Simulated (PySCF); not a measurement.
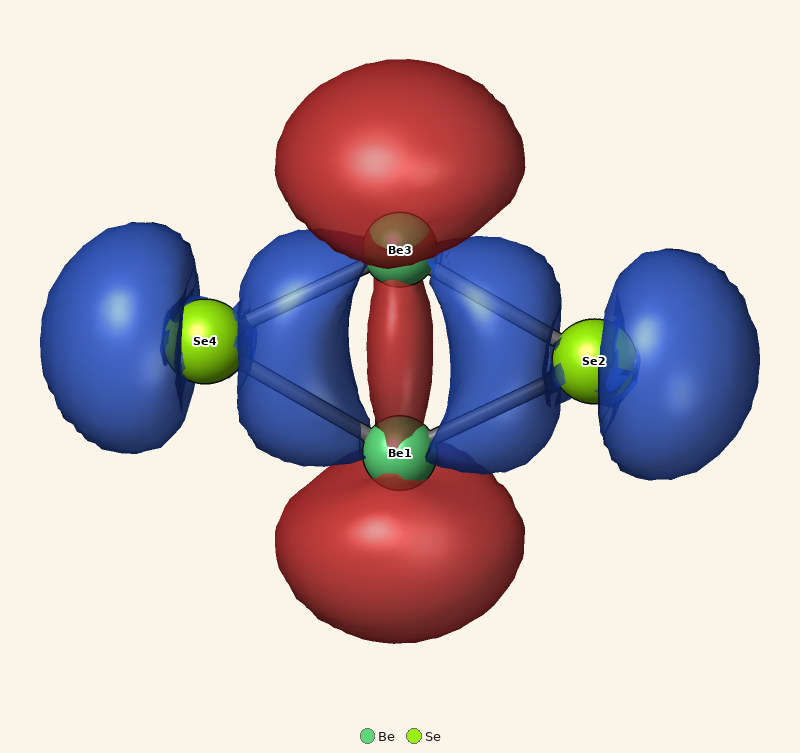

(BeSe)2 ring (Be2Se2). Unrelaxed difference density of S₃ less the ground state (TDA singlet states), ±0.02 e/Å³; red: gain, blue: loss.

Level of theory: PBE0/def2-SVP (PySCF), at a geometry from GFN2-xTB. This is a single-reference result, which may miss multireference character in this system. No frequency check shows the geometry to be a minimum. GFN2-xTB bond lengths at metals and heavier atoms can be off by up to 0.1 Å and shapes distorted, which carries into these values. Without diffuse functions Rydberg states are missing, so the states' numbers hold for this basis only.

Coordinates in Å:

```
Be1      0.0000    1.0077    0.0000
Se2     -1.8181    0.0000    0.0000
Be3      0.0000   -1.0076    0.0000
Se4      1.8180    0.0000    0.0000
```

> How does the charge move on excitation?

0.84 e is displaced in all, of which about 0.7 e passes between atoms: Se2 and Se4 (0.33 e each) lose electrons and Be1 and Be3 (0.33 e each) gain them. The state: 3.89 eV (319 nm), f = 0.001 (very weak), partly diffuse acceptor orbital, which a basis without diffuse functions describes poorly; the leading pair carries 99 %; hole on Se2 and Se4 (41 % each) and Be1 and Be3 (9 % each), electron on Be1 and Be3 (42 % each) and Se2 and Se4 (8 % each) (atom shares of so diffuse an orbital are rough); their centroids lie 0.0 Å apart.
